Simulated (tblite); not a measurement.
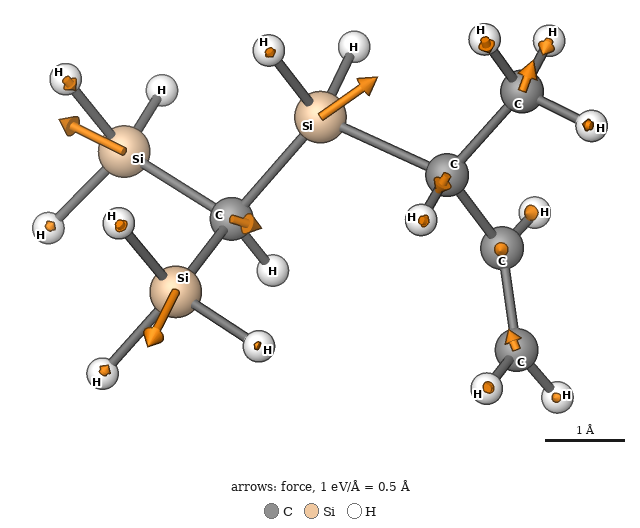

Starting geometry of C₅H₁₆Si₃ with the computed forces as orange arrows. A ball-and-stick model, seen from a free direction.

These are results of GFN2-xTB geometry optimisation, gas phase (tblite 0.8.0), not measurements. 

Q: What follows when this structure is relaxed?

A: It isn't relaxed: the largest force vector, on Si atoms, is 2.21 eV/Å. The final displacements have little in common with the starting forces (cosine between the two patterns 0.14). The atom that moves furthest after the best rigid fit is an H atom (0.66 Å). By element the largest moves are H 0.66 Å, C 0.40 Å, Si 0.18 Å. Among the contacts that change: C–Si 1.829 → 1.904 Å, C–Si 1.848 → 1.899 Å, C–C 1.516 → 1.488 Å, H–Si 1.491 → 1.464 Å. Bond angles that change, for instance: Si–C–H 111.4° → 106.4°, Si–C–Si 109.0° → 113.5°, Si–C–Si 107.6° → 111.8°. After 123 geometry steps the energy has fallen by 7.41 kcal/mol.
